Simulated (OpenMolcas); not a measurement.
# A workflow on CH5NSi (SMILES C[Si]N)

We compute the energy (HF/ANO-R0), then the energy (CASSCF(2,2)/ANO-R1), then the energy along one coordinate (CASPT2(2,2)/ANO-R1), then an energy scan (SC-NEVPT2(2,2)/ANO-R1), then the energy along one coordinate (MC-PDFT[tPBE](2,2)/ANO-R1) of CH5NSi. 

The calculation is run with OpenMolcas 26.06.

### 1 The molecule

The species is CH5NSi (8 atoms), meant as a singlet with charge 0. SMILES: `C[Si]N`. The shape is that of a PBE0-D4/def2-TZVP optimisation. This is one conformer, not always the lowest.

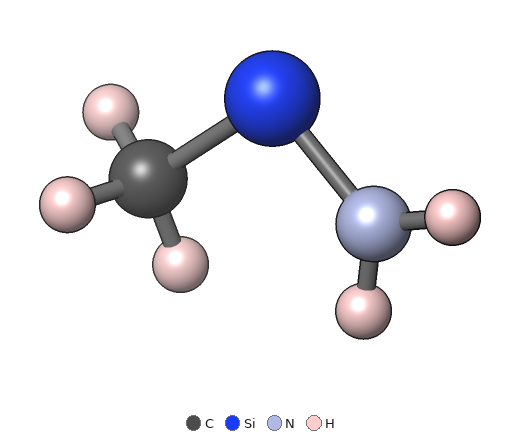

The structure, seen from a chosen angle (carbon dark grey, silicon blue, nitrogen light blue, hydrogen pink).

### 2 A single-point energy at HF/ANO-R0 (sfX2C) (run 1)

input.xyz reads:

```xyz
8

C     -0.660000     0.824700    -0.552100
Si     0.963800     0.653800     0.427700
N      0.932200    -1.034400     0.690700
H     -1.026400    -0.101800    -1.004300
H     -0.562500     1.583400    -1.334100
H     -1.431400     1.195000     0.135900
H      1.651200    -1.501900     1.220100
H      0.225200    -1.675700     0.360300
```

step1.inp reads:

```
* CH5NSi Hartree-Fock

&GATEWAY
 Coord
 input.xyz
 Basis
 ANO-R0
 Group
 NoSym

&SEWARD

&SCF
 PrOrbitals
 0

&LOCALISATION
 Occupied
 Freeze
 Pipek-Mezey

&LOCALISATION
 FileOrb
 $Project.LocOrb
 Virtual
 Pipek-Mezey
```

On the command line:

```bash
$ export MOLCAS_MEM=1860
$ pymolcas step1.inp > step1.log
```

The program printed:

```text
--- Start Module: gateway ---
[...]
--- Stop Module: gateway /rc=_RC_ALL_IS_WELL_ ---
[...]
      Basis functions           24
[...]
       Convergence after  12 Iterations
[...]
::    Total SCF energy                               -384.3102133527
[...]
      Total spin, S                                     0.0000000000
[...]
      Total electronic charge=   32.000000
      Total            charge=   -0.000000
[...]
      Dipole Moment (debye):
      Origin of the operator (angstrom)=    0.5243    0.2236    0.2437
                   X=  1.1773E-01               Y= -1.8987E+00               Z=  4.1295E-01           Total=  1.9466E+00
      Quadrupole Moment (debye*angstrom):
[...]
--- Start Module: localisation ---
[...]
--- Stop Module: localisation /rc=_RC_ALL_IS_WELL_ ---
--- Start Module: localisation ---
[...]
--- Stop Module: localisation /rc=_RC_ALL_IS_WELL_ ---
[...]
```

Wall time 4.2 s (1 thread of Intel Xeon Platinum 8259CL at 2.50GHz (Skylake/Cascade Lake), shared host); peak memory 0.38 GiB.

### 3 A single-point energy at CASSCF(2,2)/ANO-R1 (sfX2C, RICD fitting) (run 2)

input.xyz is that of step 2.

step2.input reads:

```
>>> EXPORT MOLCAS_PRINT=2

&GATEWAY
 Coord = input.xyz
 Basis = ANO-R0
 Group = NoSym

&SEWARD

&RASSCF
 FileOrb = $CurrDir/step1.LocOrb
 Alter = 2
 1 8 16
 1 17 19
 Spin = 1
 Nactel = 2 0 0
 Inactive = 15
 Ras2 = 2
 OrbListing = Nothing
>>> COPY $Project.RunFile RUNFIL1
>>> COPY $Project.RasOrb INPORB

&GATEWAY
 Coord = input.xyz
 Basis = ANO-R1
 Group = NoSym
 RICD

&SEWARD
>>> COPY $Project.RunFile RUNFIL2

&EXPBAS

&RASSCF
 FileOrb = $Project.ExpOrb
 Spin = 1
 Nactel = 2 0 0
 Inactive = 15
 Ras2 = 2
 OrbListing = Nothing
```

On the command line:

```bash
$ export MOLCAS_MEM=1860
$ pymolcas step2.input > step2.log
```

The program printed:

```text
--- Start Module: gateway ---
[...]
      Basis functions           24
[...]
      Number of active orbitals                  2
[...]
      Spin quantum number                      0.0
[...]
      Active orbitals                            2
[...]
      Number of CSFs                             3
[...]
      Number of root(s) required                 1
[...]
      Convergence after 14 iterations
[...]
      printout of CI-coefficients larger than  0.05 for root  1
      energy=    -384.323723
      conf/sym  11     Coeff  Weight
             1  20   0.99508 0.99018
             3  02  -0.09909 0.00982
      Natural orbitals and occupation numbers for root  1
      sym 1:   1.980361   0.019639
      ************************************************************************************************************************
      *                                                    Final results                                                     *
[...]
::    RASSCF root number  1 Total energy:   -384.32372317
[...]
      Basis functions           71
[...]
      Convergence after 16 iterations
[...]
      Natural orbitals and occupation numbers for root  1
      sym 1:   1.983342   0.016658
      ************************************************************************************************************************
      *                                                    Final results                                                     *
[...]
::    RASSCF root number  1 Total energy:   -384.86225923
[...]
      Total electronic charge=   32.000000
      Total            charge=   -0.000000
[...]
      Dipole Moment (debye):
      Origin of the operator (angstrom)=    0.5243    0.2236    0.2437
                   X= -7.4115E-01               Y= -1.6195E+00               Z= -1.5861E-01           Total=  1.7881E+00
      Quadrupole Moment (debye*angstrom):
[...]
```

Wall time 11 s (1 thread of Intel Xeon Platinum 8259CL at 2.50GHz (Skylake/Cascade Lake), shared host); peak memory 0.38 GiB.

### 4 The energy along one coordinate at CASPT2(2,2)/ANO-R1 (sfX2C, RICD fitting, ipea shift 0.25 Eh, pt2 variant SS) (run 3)

step3.inp reads:

```
>>> COPY $CurrDir/step2.RasOrb $Project.RasOrb
>>> ForEach K in (1, 2, 3, 4, 5, 6, 7, 8, 9)
&gateway
coord=$CurrDir/point$K.xyz
basis=ANO-R1
group=NoSym
ricd
&seward
&rasscf
fileorb=$Project.RasOrb
spin=1
nactel=2 0 0
inactive=15
ras2=2
orblisting=Nothing
&caspt2
imaginary=0.2
frozen=7
>>> EndDo
```

On the command line:

```bash
$ export MOLCAS_MEM=1860
$ pymolcas step3.inp > step3.log
```

The program printed:

```text
[...]
      Basis functions           71
[...]
      Number of active orbitals                  2
[...]
      Spin quantum number                      0.0
[...]
      Active orbitals                            2
[...]
      Number of CSFs                             3
[...]
      Number of root(s) required                 1
[...]
      Convergence after 10 iterations
[...]
      printout of CI-coefficients larger than  0.05 for root  1
      energy=    -384.849935
      conf/sym  11     Coeff  Weight
             1  20   0.99715 0.99431
             3  02  -0.07541 0.00569
      Natural orbitals and occupation numbers for root  1
      sym 1:   1.988628   0.011372
      ************************************************************************************************************************
      *                                                    Final results                                                     *
[...]
::    RASSCF root number  1 Total energy:   -384.84993484
[...]
::    CASPT2 Root  1     Total energy:   -385.24378924
[...]
      Convergence after 10 iterations
[...]
      Natural orbitals and occupation numbers for root  1
      sym 1:   1.983333   0.016667
      ************************************************************************************************************************
      *                                                    Final results                                                     *
[...]
      Convergence after 12 iterations
[...]
      Convergence after 12 iterations
[...]
      Convergence after 19 iterations
[...]
::    RASSCF root number  1 Total energy:   -384.68575691
[...]
::    CASPT2 Root  1     Total energy:   -385.06626724
[...]
      Convergence after 17 iterations
[...]
::    RASSCF root number  1 Total energy:   -384.67638575
[...]
      Reference weight:           0.87245
[...]
::    CASPT2 Root  1     Total energy:   -385.05433454
[...]
```

Wall time 67 s (1 thread of Intel Xeon Platinum 8259CL at 2.50GHz (Skylake/Cascade Lake), shared host); peak memory 0.084 GiB.

The scan, from its lowest point:

```
H7–N3 (Å)  energy (kJ/mol)
    0.907             32.4
    1.008              0.0
    1.109             16.5
    1.260             83.4
    1.461            194.7
    1.713            320.6
    2.016            426.7
    2.419            498.5
    3.024            529.8
```

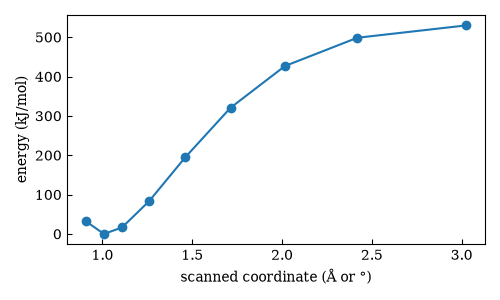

Energy along the scan.

### 5 The energy along one coordinate at SC-NEVPT2(2,2)/ANO-R1 (sfX2C, RICD fitting, pt2 variant SC-NEVPT2) (run 4)

step4.inp reads:

```
* CH5NSi NEVPT2
>>> EXPORT MOLCAS_PRINT=2
>>> COPY $CurrDir/step2.RasOrb $Project.RasOrb
>>> ForEach K in (1, 2, 3, 4, 5, 6, 7, 8, 9)

&gateway
 coord = $CurrDir/point$K.xyz
 basis = ANO-R1
 group = NoSym
 ricd

&seward

&rasscf
 fileorb = $Project.RasOrb
 spin = 1
 nactel = 2 0 0
 inactive = 15
 ras2 = 2
 orblisting = Nothing

&caspt2
 sc-nevpt2
 frozen = 7
>>> EndDo
```

On the command line:

```bash
$ export MOLCAS_MEM=1860
$ pymolcas step4.inp > step4.log
```

The program printed:

```text
--- Start Module: gateway ---
[...]
      Basis functions           71
[...]
      Number of active orbitals                  2
[...]
      Spin quantum number                      0.0
[...]
      Active orbitals                            2
[...]
      Number of CSFs                             3
[...]
      Number of root(s) required                 1
[...]
      Convergence after 10 iterations
[...]
      printout of CI-coefficients larger than  0.05 for root  1
      energy=    -384.849935
      conf/sym  11     Coeff  Weight
             1  20   0.99715 0.99431
             3  02  -0.07541 0.00569
      Natural orbitals and occupation numbers for root  1
      sym 1:   1.988628   0.011372
      ************************************************************************************************************************
      *                                                    Final results                                                     *
[...]
::    RASSCF root number  1 Total energy:   -384.84993484
[...]
::    SC-NEVPT2 Root  1     Total energy:   -385.24133272
[...]
      Convergence after 10 iterations
[...]
      Natural orbitals and occupation numbers for root  1
      sym 1:   1.983333   0.016667
      ************************************************************************************************************************
      *                                                    Final results                                                     *
[...]
      Convergence after 12 iterations
[...]
      Convergence after 12 iterations
[...]
      Convergence after 19 iterations
[...]
::    RASSCF root number  1 Total energy:   -384.68575691
[...]
::    SC-NEVPT2 Root  1     Total energy:   -385.06194233
[...]
      Convergence after 17 iterations
[...]
::    RASSCF root number  1 Total energy:   -384.67638575
[...]
::    SC-NEVPT2 Root  1     Total energy:   -385.05016214
[...]
```

Run time: 66 s. Hardware: 1 thread of Intel Xeon Platinum 8259CL at 2.50GHz (Skylake/Cascade Lake), shared host; peak memory 0.084 GiB.

The scan, from its lowest point:

```
H7–N3 (Å)  energy (kJ/mol)
    0.907             34.2
    1.008              0.0
    1.109             15.0
    1.260             80.5
    1.461            192.0
    1.713            320.8
    2.016            431.2
    2.419            505.2
    3.024            536.1
```

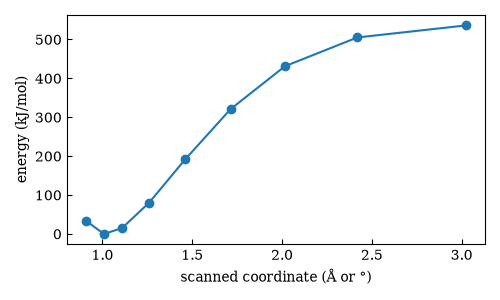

Energy along the scan.

### 6 The energy along one coordinate at MC-PDFT[tPBE](2,2)/ANO-R1 (sfX2C, RICD fitting) (run 5)

step5.inp reads:

```
* CH5NSi MC-PDFT
>>> COPY $CurrDir/step2.RasOrb $Project.RasOrb
>>> ForEach K in (1, 2, 3, 4, 5, 6, 7, 8, 9)

&GATEWAY
  Coord = $CurrDir/point$K.xyz
  Basis = ANO-R1
  Group = NoSym
  RICD

&SEWARD

&RASSCF
  FileOrb = $Project.RasOrb
  Spin = 1
  Nactel = 2 0 0
  Inactive = 15
  Ras2 = 2
  OrbListing = Nothing

&MCPDFT
  KSDFT = T:PBE
>>> EndDo
```

On the command line:

```bash
$ export MOLCAS_MEM=1860
$ pymolcas step5.inp > step5.log
```

The program printed:

```text
--- Start Module: gateway ---
[...]
      Basis functions           71
[...]
      Number of active orbitals                  2
[...]
      Spin quantum number                      0.0
[...]
      Active orbitals                            2
[...]
      Number of CSFs                             3
[...]
      Number of root(s) required                 1
[...]
      Convergence after 10 iterations
[...]
      printout of CI-coefficients larger than  0.05 for root  1
      energy=    -384.849935
      conf/sym  11     Coeff  Weight
             1  20   0.99715 0.99431
             3  02  -0.07541 0.00569
      Natural orbitals and occupation numbers for root  1
      sym 1:   1.988628   0.011372
      ************************************************************************************************************************
      *                                                    Final results                                                     *
[...]
::    RASSCF root number  1 Total energy:   -384.84993484
[...]
::    MCPDFT root number  1 Total energy:   -385.74067601
[...]
      Convergence after 10 iterations
[...]
      Natural orbitals and occupation numbers for root  1
      sym 1:   1.983333   0.016667
      ************************************************************************************************************************
      *                                                    Final results                                                     *
[...]
      Convergence after 12 iterations
[...]
      Convergence after 12 iterations
[...]
      Convergence after 19 iterations
[...]
::    RASSCF root number  1 Total energy:   -384.68575691
[...]
::    MCPDFT root number  1 Total energy:   -385.55617121
[...]
      Convergence after 17 iterations
[...]
::    RASSCF root number  1 Total energy:   -384.67638575
[...]
::    MCPDFT root number  1 Total energy:   -385.54320966
[...]
```

Wall time 73 s (1 thread of Intel Xeon Platinum 8259CL at 2.50GHz (Skylake/Cascade Lake), shared host); peak memory 0.084 GiB.

The scan, from its lowest point:

```
H7–N3 (Å)  energy (kJ/mol)
    0.907             33.2
    1.008              0.0
    1.109             15.2
    1.260             80.4
    1.461            191.2
    1.713            321.1
    2.016            436.5
    2.419            517.7
    3.024            551.7
```

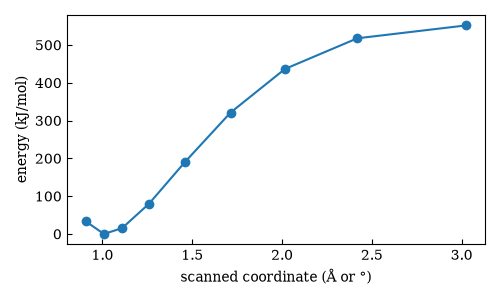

Energy along the scan.

### 7 What came out

```
                                                   quantity          value
                             run 1, HF/ANO-R0: total energy  -384.31021 Eh
                            run 1, HF/ANO-R0: dipole moment         1.95 D
                              run 1, HF/ANO-R0: HOMO energy       -8.85 eV
                              run 1, HF/ANO-R0: LUMO energy        2.48 eV
                            run 1, HF/ANO-R0: HOMO–LUMO gap       11.33 eV
                    run 2, CASSCF(2,2)/ANO-R1: total energy  -384.86226 Eh
  run 2, CASSCF(2,2)/ANO-R1: dipole moment (CASSCF density)         1.79 D
       run 3, CASPT2(2,2)/ANO-R1: lowest energy of the scan  -385.25614 Eh
    run 4, SC-NEVPT2(2,2)/ANO-R1: lowest energy of the scan  -385.25436 Eh
run 5, MC-PDFT[tPBE](2,2)/ANO-R1: lowest energy of the scan  -385.75334 Eh
```
